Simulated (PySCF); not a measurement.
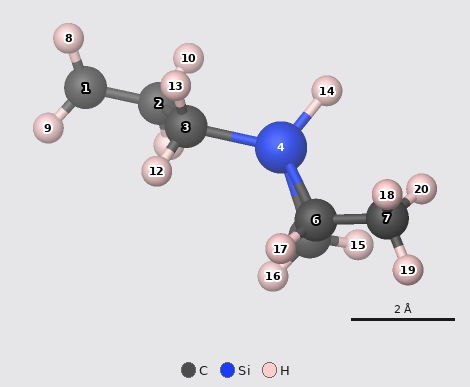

**Figure 1.** The structure (ball-and-stick view, seen at a tilt; atoms are numbered from 1 in the order of the input). Bond lengths as drawn: C–C 1.47 to 1.55 Å, C–H 1.07 to 1.09 Å, C–Si 1.88 to 1.89 Å and H–Si 1.46 Å.

# Run report: C$_{6}$H$_{13}$Si, EPR calculation

C$_{6}$H$_{13}$Si, multiplicity 2, computed with UKS B3LYP, pcH-1 on C H Si, non-relativistic, mean-field spin-orbit, GIAO (PySCF 2.14.0).

It belongs to a series of runs on one base structure; here: H added to sp2 C.

Input file:
```
{"job": {"kind": "epr", "basis": "pcH-1"}, "charge": 0, "multiplicity": 2}
C      3.676666     0.495297     0.491161
C      2.495818    -0.006972    -0.220298
C      1.246735     0.039415     0.701375
Si    -0.304620    -0.602304    -0.170064
C     -1.366196     0.587744    -1.172449
C     -1.985414     0.190329     0.180604
C     -3.264012    -0.606634     0.136170
H      4.231086    -0.151249     1.144796
H      3.857752     1.551024     0.559868
H      2.644294    -1.042583    -0.534849
H      2.289132     0.600106    -1.104518
H      1.095998     1.067230     1.033673
H      1.457089    -0.552725     1.592946
H     -0.272787    -1.996470    -0.592372
H     -1.903594     0.234977    -2.041650
H     -1.088480     1.627663    -1.279656
H     -2.040040     1.000482     0.901025
H     -3.490302    -1.032419     1.111988
H     -4.101278     0.026975    -0.159042
H     -3.182993    -1.419209    -0.581745
```

The first line tells a small driver script what to run in PySCF; the rest is the geometry in Å.

Run on 1 CPU thread, shared host.

Launch command:
```bash
OMP_NUM_THREADS=1 python <driver script> task.json out
```

The program's output:
```
UKS, coarse grid
  cycle   1  E = -525.80418714  |g| = 4.22e-01
  cycle   2  E = -525.71758879  |g| = 5.76e-01
  cycle   3  E = -525.89635433  |g| = 7.04e-02
  cycle   4  E = -525.89842006  |g| = 3.93e-02
  cycle   5  E = -525.89921802  |g| = 6.80e-03
  cycle   6  E = -525.89924174  |g| = 2.84e-03
  cycle   7  E = -525.89924639  |g| = 9.88e-04
UKS, final grid
  cycle   1  E = -525.89935080  |g| = 1.13e-03
  cycle   2  E = -525.89935029  |g| = 1.53e-03
  cycle   3  E = -525.89935147  |g| = 1.43e-04
  cycle   4  E = -525.89935148  |g| = 6.90e-05
  cycle   5  E = -525.89935149  |g| = 2.94e-05
E = -525.89935149 Eh   <S^2> = 0.7536 (exact 0.7500)
g shifts (ppm)      1          2          3
  rmc          -143       -143       -143
  gc              6         33         13
  oz_so          30        521        719
  total        -107        410        588
hyperfine (MHz)  atom isotope    a_iso     a_fc   dipolar eigenvalues
    0   13C      99.05      99.15    -80.64    -79.91    160.54
    1   13C     -30.55     -30.56     -2.37     -0.10      2.47
    2   13C      94.53      94.54     -6.68     -6.66     13.34
    3  29Si     -20.22     -20.25     -4.90      2.31      2.59
    4   13C      -0.58      -0.58     -0.23     -0.06      0.30
    5   13C       2.44       2.44     -0.68     -0.57      1.25
    6   13C       0.37       0.38     -0.13     -0.12      0.25
    7    1H     -60.58     -60.59    -38.84     -0.32     39.16
    8    1H     -60.60     -60.61    -38.85     -0.32     39.17
    9    1H      31.15      31.15     -5.17     -4.34      9.52
   10    1H      31.33      31.33     -5.19     -4.36      9.55
   11    1H      -3.32      -3.32     -6.16     -2.35      8.52
   12    1H      -3.24      -3.24     -6.24     -2.35      8.60
   13    1H       2.80       2.80     -0.97     -0.56      1.53
   14    1H      -0.06      -0.06     -0.44     -0.28      0.72
   15    1H       1.10       1.10     -0.62     -0.51      1.13
   16    1H      -0.20      -0.20     -0.69     -0.24      0.93
   17    1H       0.29       0.29     -0.29     -0.24      0.52
   18    1H       1.47       1.47     -0.24     -0.18      0.43
   19    1H       0.06       0.06     -0.32     -0.23      0.55
```

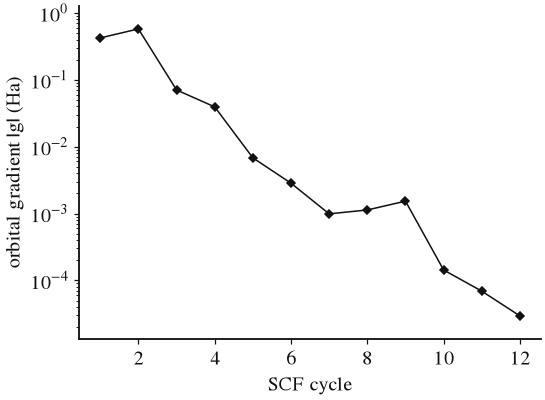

**Figure 2.** Convergence of the self-consistent field: orbital gradient |g| against the SCF cycle. All cycles printed in the log are drawn one after another.

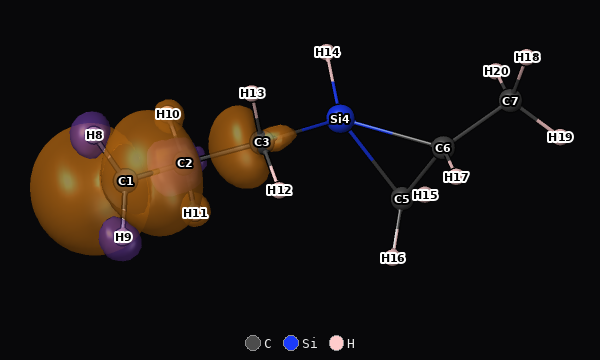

**Figure 3.** Isosurfaces of the spin density at +0.015 (orange) and −0.015 e/Å³ (purple), seen at a tilt. The unpaired spin (1 electron) lies mostly on C1 (about 0.7), in electrons by Hirshfeld's partition.

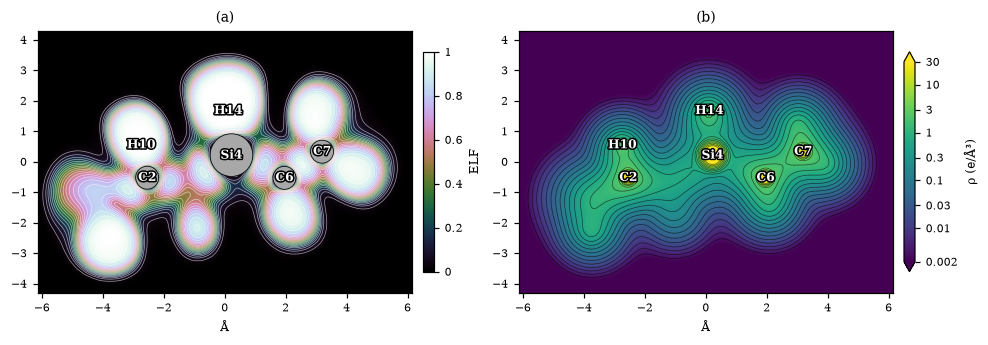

**Figure 4.** (a) ELF; (b) total electron density on the plane of atoms C6, Si4 and H14. Grey discs, where drawn, cover atomic cores. Atoms in the plane: C, Si and H.

Key numbers:

- outcome: converged
- total energy: −525.899351 hartree
- ⟨S²⟩: 0.754
- isotropic g: 2.0026
- wall time: 1.9 min
- peak memory: 1.1 GiB
